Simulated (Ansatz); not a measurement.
# ScS6: the cost of one run

Method: DFT PBE, scalar-relativistic, plane waves, PAW, in Ansatz 0.2.0.

1 further run of the same task is left out (it didn't finish).

### Step 1. The system as given

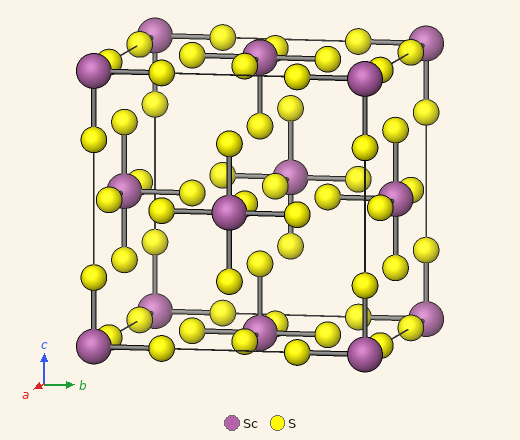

The starting structure, seen slightly off an axis (scandium pink, sulfur yellow). Atoms on the faces are drawn again on the opposite ones. The cell drawn here is the conventional one.

Structure file:

```
Sc S
1.0
     0.00000    5.13060    5.13060
     5.13060    0.00000    5.13060
     5.13060    5.13060    0.00000
Sc S
1 6
Direct
  0.00000 0.00000 0.00000
  0.75000 0.25000 0.25000
  0.25000 0.75000 0.75000
  0.25000 0.75000 0.25000
  0.75000 0.25000 0.75000
  0.25000 0.25000 0.75000
  0.75000 0.75000 0.25000
```

Recipe of the guess: ordered vacancies on the cation sites of rhenium trioxide (Fm-3m, No. 225). Its size is a rough estimate.

### Step 2. Probe: one point on a coarse mesh

input.yaml

```yaml
crystal:
  lattice:
    - [0.0, 5.13060384, 5.13060384]
    - [5.13060384, 0.0, 5.13060384]
    - [5.13060384, 5.13060384, 0.0]
  atoms:
    - { symbol: Sc, position: [0.0, 0.0, 0.0] }
    - { symbol: S, position: [0.75, 0.25, 0.25] }
    - { symbol: S, position: [0.25, 0.75, 0.75] }
    - { symbol: S, position: [0.25, 0.75, 0.25] }
    - { symbol: S, position: [0.75, 0.25, 0.75] }
    - { symbol: S, position: [0.25, 0.25, 0.75] }
    - { symbol: S, position: [0.75, 0.75, 0.25] }
basis:
  ecutwfc: 420
kpoints:
  mp_grid: { grid: [4, 4, 4] }
hamiltonian:
  xc: pbe
scf:
  occupations: { method: gaussian, width: 0.1 }
  lower_state_search: "off"
output:
  forces: true
  stress: true
  eigenvalues: true
```

Started as:

```bash
$ ansatz run input.yaml --threads 1 --pin off --max-ram 2048MiB --backend cpu --events-out ev --progress --plain --runs-dir out
```

What time and memory should one allow on 1 thread of Arm Neoverse V1, shared host?

About 4 s, with a peak of 0.45 GiB.
